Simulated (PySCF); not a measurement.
# C₄H₄AuSe₄ radical: open-shell or spin-flip excitations

What do calculations give for the open-shell or spin-flip excitations of C₄H₄AuSe₄ radical (`C1=C[Se][Au]2([Se]1)[Se]C=C[Se]2`)?

Programs: PySCF 2.14.0, with routines of our own; each step states its level. All values are computed. Atoms count from 0.

## 1. The system as given

13 atoms, charge 0, multiplicity 2; geometry from: GFN2-xTB.

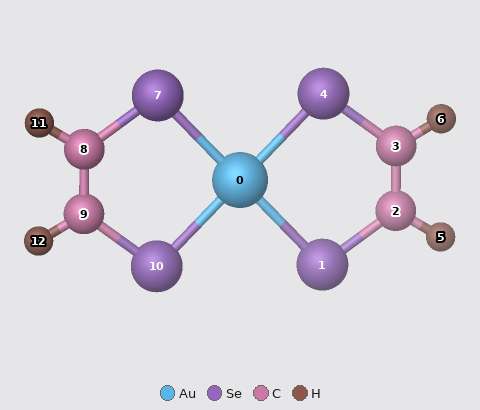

The starting geometry (gold blue, selenium purple, carbon pink, hydrogen brown); sticks join atoms by distance alone.

## 2. Open-shell or spin-flip excitations: unrestricted TDDFT BP86/def2-SVP Au:def2-TZVP

The job: settings as JSON, then the geometry in Å.

```
{"job": {"kind": "uabs", "xc": "BP86", "basis": {"default": "def2-SVP", "Au": "def2-TZVP"}, "nstates": 15, "tda": false, "pol": false}, "charge": 0, "multiplicity": 2}
Au     0.000080     0.000050     0.010800
Se     2.459580    -0.049470    -0.128140
C      2.752370     1.795640    -0.126670
C      1.809100     2.745660    -0.063350
Se    -0.034260     2.464100     0.041540
H      3.801800     2.058740    -0.185020
H      2.078290     3.795470    -0.067850
Se    -2.459640     0.049010     0.154890
C     -2.752280    -1.796130     0.124910
C     -1.809320    -2.745750     0.056350
Se     0.035850    -2.462890    -0.032950
H     -3.802550    -2.059370     0.172170
H     -2.079010    -3.795080     0.043320
```

Method: unrestricted TDDFT BP86/def2-SVP Au:def2-TZVP, vertical, gas phase, core orbitals frozen in the response.

Run with:

```console
$ OMP_NUM_THREADS=1 python excited_run.py task.json out
```

One launch serves the whole session: the jobs run in the order shown.

The log of the run:

```text
coarse grid: 68872 points
cycle   1  E = -9894.3962570259  dE = -1.501e+01  |g| = 2.241e+00  |ddm| = 7.238e+00
cycle   2  E = -9865.0081658202  dE =  2.939e+01  |g| = 4.998e+00  |ddm| = 1.529e+01
cycle   3  E = -9894.2963478513  dE = -2.929e+01  |g| = 1.910e+00  |ddm| = 1.497e+01
cycle   4  E = -9895.2363571100  dE = -9.400e-01  |g| = 1.719e+00  |ddm| = 3.060e+00
cycle   5  E = -9896.6412319686  dE = -1.405e+00  |g| = 4.787e-01  |ddm| = 2.338e+00
cycle   6  E = -9895.0727181533  dE =  1.569e+00  |g| = 1.383e+00  |ddm| = 2.593e+00
cycle   7  E = -9896.8011113039  dE = -1.728e+00  |g| = 1.673e-01  |ddm| = 2.138e+00
cycle   8  E = -9896.7964266165  dE =  4.685e-03  |g| = 1.932e-01  |ddm| = 4.886e-01
cycle   9  E = -9896.8176839280  dE = -2.126e-02  |g| = 4.563e-02  |ddm| = 3.149e-01
cycle  10  E = -9896.8195441804  dE = -1.860e-03  |g| = 5.770e-03  |ddm| = 9.210e-02
cycle  11  E = -9896.8195527481  dE = -8.568e-06  |g| = 3.722e-03  |ddm| = 1.011e-02
cycle  12  E = -9896.8195622704  dE = -9.522e-06  |g| = 1.867e-03  |ddm| = 1.033e-02
final grid: 134208 points
cycle  13  E = -9896.8194213200  dE =  7.276e-05  |g| = 9.334e-03  |ddm| = 2.144e-02
cycle  14  E = -9896.8172129811  dE =  2.208e-03  |g| = 5.101e-02  |ddm| = 1.171e-01
cycle  15  E = -9896.8194792447  dE = -2.266e-03  |g| = 5.081e-03  |ddm| = 1.021e-01
cycle  16  E = -9896.8194960399  dE = -1.680e-05  |g| = 1.091e-03  |ddm| = 9.322e-03
cycle  17  E = -9896.8194968713  dE = -8.314e-07  |g| = 2.301e-04  |ddm| = 1.865e-03
cycle  18  E = -9896.8194969008  dE = -2.956e-08  |g| = 1.134e-04  |ddm| = 4.942e-04
cycle  19  E = -9896.8194969569  dE = -5.609e-08  |g| = 6.185e-05  |ddm| = 1.737e-04
cycle  20  E = -9896.8194969084  dE =  4.850e-08  |g| = 9.353e-06  |ddm| = 9.403e-05
cycle  21  E = -9896.8194969084  dE = -1.819e-11  |g| = 6.147e-06  |ddm| = 1.503e-05
converged SCF energy = -9896.8194969084

<S^2> of the reference = 0.7509 (exact 0.7500)

Excitations
state   eV       nm        f      <S^2>   main configurations
  1   1.1487   1079.3   0.00000   0.752   Ha->La 1.00  LC
  2   1.2720    974.7   0.04859   0.752   Hb->Lb 0.97  LC
  3   1.7542    706.8   0.00000   0.753   H-1b->Lb 0.98  LLCT
  4   1.7745    698.7   0.00000   2.431   Hb->L+1b 0.86, H-1a->La 0.14  LC
  5   1.9126    648.2   0.01391   0.756   H-2b->Lb 0.95  LC
  6   1.9979    620.6   0.00000   1.035   H-1a->La 0.82, Hb->L+1b 0.14  LLCT
  7   2.3156    535.4   0.00000   0.787   H-3b->Lb 0.96  LC
  8   2.3270    532.8   0.00060   0.815   H-4b->Lb 0.96  LC
  9   2.4087    514.7   0.00000   2.583   H-1b->L+1b 0.77, H-2a->La 0.23  LC
 10   2.6015    476.6   0.00000   2.446   H-2b->L+1b 0.83, H-3a->La 0.15  LC
 11   2.7085    457.8   0.00000   0.915   H-2a->La 0.77, H-1b->L+1b 0.23  LLCT
 12   2.9066    426.6   0.00020   0.993   H-3a->La 0.81, H-2b->L+1b 0.17  LLCT
 13   2.9431    421.3   0.00003   2.748   H-3b->L+1b 0.50, H-4a->La 0.49  LC
 14   3.0102    411.9   0.00002   2.747   H-4b->L+1b 0.51, H-5a->La 0.48  LC
 15   3.3812    366.7   0.00000   0.753   H-5b->Lb 0.99  MLCT
```

It took 4.8 min on 1 thread of Arm Neoverse N1, shared host; peak memory 0.87 GiB.

In short:

| quantity | value |
| --- | --- |
| ⟨S²⟩ | 0.751 |

Löwdin spin populations:

Au0 0.05; Se1 0.19; C2 0.05; C3 0.05; Se4 0.19; H5 0.00; H6 0.00; Se7 0.19; C8 0.05; C9 0.05; Se10 0.19; H11 0.00; H12 0.00

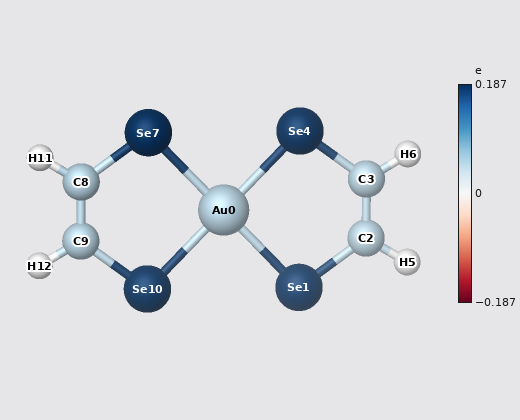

Löwdin spin populations, as colours on the atoms.

## 3. Open-shell or spin-flip excitations: unrestricted TDDFT BP86/def2-SVP Au:def2-TZVP

Settings changed since step 2:

```diff
@@ -1,2 +1,2 @@
-{"job": {"kind": "uabs", "xc": "BP86", "basis": {"default": "def2-SVP", "Au": "def2-TZVP"}, "nstates": 15, "tda": false, "pol": false}, "charge": 0, "multiplicity": 2}
+{"job": {"kind": "uabs", "xc": "BP86", "basis": {"default": "def2-SVP", "Au": "def2-TZVP"}, "nstates": 10, "tda": false}, "charge": 0, "multiplicity": 2}
 Au     0.000080     0.000050     0.010800
```

Level: unrestricted TDDFT BP86/def2-SVP Au:def2-TZVP, vertical, gas phase, core orbitals frozen in the response.

The log of the run:

```text
coarse grid: 68872 points
cycle   1  E = -9894.3962570259  dE = -1.501e+01  |g| = 2.241e+00  |ddm| = 7.238e+00
cycle   2  E = -9865.0081658202  dE =  2.939e+01  |g| = 4.998e+00  |ddm| = 1.529e+01
cycle   3  E = -9894.2963478513  dE = -2.929e+01  |g| = 1.910e+00  |ddm| = 1.497e+01
cycle   4  E = -9895.2363571100  dE = -9.400e-01  |g| = 1.719e+00  |ddm| = 3.060e+00
cycle   5  E = -9896.6412319686  dE = -1.405e+00  |g| = 4.787e-01  |ddm| = 2.338e+00
cycle   6  E = -9895.0727181533  dE =  1.569e+00  |g| = 1.383e+00  |ddm| = 2.593e+00
cycle   7  E = -9896.8011113039  dE = -1.728e+00  |g| = 1.673e-01  |ddm| = 2.138e+00
cycle   8  E = -9896.7964266165  dE =  4.685e-03  |g| = 1.932e-01  |ddm| = 4.886e-01
cycle   9  E = -9896.8176839280  dE = -2.126e-02  |g| = 4.563e-02  |ddm| = 3.149e-01
cycle  10  E = -9896.8195441804  dE = -1.860e-03  |g| = 5.770e-03  |ddm| = 9.210e-02
cycle  11  E = -9896.8195527481  dE = -8.568e-06  |g| = 3.722e-03  |ddm| = 1.011e-02
cycle  12  E = -9896.8195622704  dE = -9.522e-06  |g| = 1.867e-03  |ddm| = 1.033e-02
final grid: 134208 points
cycle  13  E = -9896.8194213200  dE =  7.276e-05  |g| = 9.334e-03  |ddm| = 2.144e-02
cycle  14  E = -9896.8172129811  dE =  2.208e-03  |g| = 5.101e-02  |ddm| = 1.171e-01
cycle  15  E = -9896.8194792447  dE = -2.266e-03  |g| = 5.081e-03  |ddm| = 1.021e-01
cycle  16  E = -9896.8194960399  dE = -1.680e-05  |g| = 1.091e-03  |ddm| = 9.322e-03
cycle  17  E = -9896.8194968713  dE = -8.314e-07  |g| = 2.301e-04  |ddm| = 1.865e-03
cycle  18  E = -9896.8194969008  dE = -2.956e-08  |g| = 1.134e-04  |ddm| = 4.942e-04
cycle  19  E = -9896.8194969569  dE = -5.609e-08  |g| = 6.185e-05  |ddm| = 1.737e-04
cycle  20  E = -9896.8194969084  dE =  4.850e-08  |g| = 9.353e-06  |ddm| = 9.403e-05
cycle  21  E = -9896.8194969084  dE = -1.819e-11  |g| = 6.147e-06  |ddm| = 1.503e-05
converged SCF energy = -9896.8194969084

Static polarisability (au): isotropic 204.102, principal 88.394 201.293 322.619

<S^2> of the reference = 0.7509 (exact 0.7500)

Excitations
state   eV       nm        f      <S^2>   main configurations
  1   1.1487   1079.3   0.00000   0.752   Ha->La 1.00  LC
  2   1.2720    974.7   0.04859   0.752   Hb->Lb 0.97  LC
  3   1.7542    706.8   0.00000   0.753   H-1b->Lb 0.98  LLCT
  4   1.7745    698.7   0.00000   2.431   Hb->L+1b 0.86, H-1a->La 0.14  LC
  5   1.9126    648.2   0.01391   0.756   H-2b->Lb 0.95  LC
  6   1.9979    620.6   0.00000   1.035   H-1a->La 0.82, Hb->L+1b 0.14  LLCT
  7   2.3156    535.4   0.00000   0.787   H-3b->Lb 0.96  LC
  8   2.3270    532.8   0.00060   0.815   H-4b->Lb 0.96  LC
  9   2.4087    514.7   0.00000   2.583   H-1b->L+1b 0.77, H-2a->La 0.23  LC
 10   2.6015    476.6   0.00000   2.446   H-2b->L+1b 0.83, H-3a->La 0.15  LC
```

It took 4.9 min on 1 thread of Arm Neoverse N1, shared host; peak memory 0.69 GiB.

From this job:

| quantity | value |
| --- | --- |
| ⟨S²⟩ | 0.751 |

## 4. What came out

| quantity | value |
| --- | --- |
| lowest and brightest state of nearly pure spin, of 15 (step 2, unrestricted TDDFT BP86/def2-SVP Au:def2-TZVP) | 1.15 eV; 1.27 eV, f = 0.049 |
| lowest and brightest state of nearly pure spin, of 10 (step 3, unrestricted TDDFT BP86/def2-SVP Au:def2-TZVP) | 1.15 eV; 1.27 eV, f = 0.049 |

Steps that list no spin-orbit terms leave them out, which matters at and beside the heavy atoms. States whose ⟨S²⟩ lies well above the reference's are mixtures of spin states, an artefact of the unrestricted response, and are left out of the summary. The lowest state of nearly pure spin stays at 1.15 eV over the runs. The geometry comes from tight binding, which is rough for metal atoms, and these values hang on it.
